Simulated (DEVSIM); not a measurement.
Device: abrupt Si p-n junction, at 300 K.

| layer (left to right) | material | thickness (μm) | Nd (cm⁻³) | Na (cm⁻³) | τn (s) | τp (s) |
|---|---|---|---|---|---|---|
| 1 | Si | 0.330 | - | 6.2e17 | 0.00034 | 0.00034 |
| 2 | Si | 140 | 1.9e16 | - | 0.00034 | 0.00034 |

Left contact: ohmic. Right contact: ohmic. Voltage is applied to the left contact. Recombination: SRH at mid-gap, Auger. Mobility is μmin + (μ − μmin)/(1 + (N/Nref)^α).

This is a model device: material constants are rounded textbook-type values typed into the input, and sizes, dopings and lifetimes were drawn at random. Values at 300 K.

```csv
parameter,Si
gap (eV),1.124
affinity (eV),4.05
permittivity,11.7
Nc (cm⁻³),2.86e19
Nv (cm⁻³),3.1e19
μn (cm²/Vs),1417
μp (cm²/Vs),470
"μn,min",52
"μp,min",45
"Nref,n",9.7e16
"Nref,p",2.2e17
αn,0.68
αp,0.72
Cn (cm⁶/s),2.8e-31
Cp (cm⁶/s),9.9e-32
```

Simulated with DEVSIM: 1D drift-diffusion, Boltzmann statistics, complete ionisation; no tunnelling, impact ionisation, image-force lowering or self-heating.

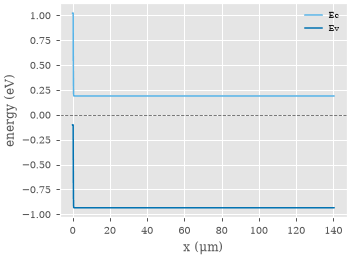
Fig. 1. Band edges at zero bias

Energies count from the Fermi level of the right contact; mesh points crowd at the junctions.

```tsv
x (μm)	Ec (eV)	Ev (eV)	n (cm⁻³)	p (cm⁻³)	field (V/cm)
0.000	1.023	-0.101	190	6.2e17	≈ 0
0.03246	1.023	-0.101	190	6.2e17	≈ 0
0.1022	1.023	-0.101	190	6.2e17	≈ 0
0.2217	1.023	-0.101	190	6.2e17	≈ 0
0.3084	1.022	-0.102	200	5.9e17	-2100
0.3354	0.935	-0.189	5500	2.1e16	-66000
0.3782	0.683	-0.441	9.5e7	1.2e12	-52000
0.5420	0.213	-0.911	7.5e15	16000	-7100
0.8851	0.189	-0.935	1.9e16	6100	≈ 0
1.727	0.189	-0.935	1.9e16	6100	≈ 0
3.793	0.189	-0.935	1.9e16	6100	≈ 0
11.70	0.189	-0.935	1.9e16	6100	≈ 0
28.25	0.189	-0.935	1.9e16	6100	≈ 0
68.90	0.189	-0.935	1.9e16	6100	≈ 0
118.0	0.189	-0.935	1.9e16	6100	≈ 0
131.2	0.189	-0.935	1.9e16	6100	≈ 0
136.7	0.189	-0.935	1.9e16	6100	≈ 0
138.8	0.189	-0.935	1.9e16	6100	≈ 0
139.9	0.189	-0.935	1.9e16	6100	≈ 0
140.2	0.189	-0.935	1.9e16	6100	≈ 0
140.3	0.189	-0.935	1.9e16	6100	≈ 0
140.3	0.189	-0.935	1.9e16	6100	≈ 0
```
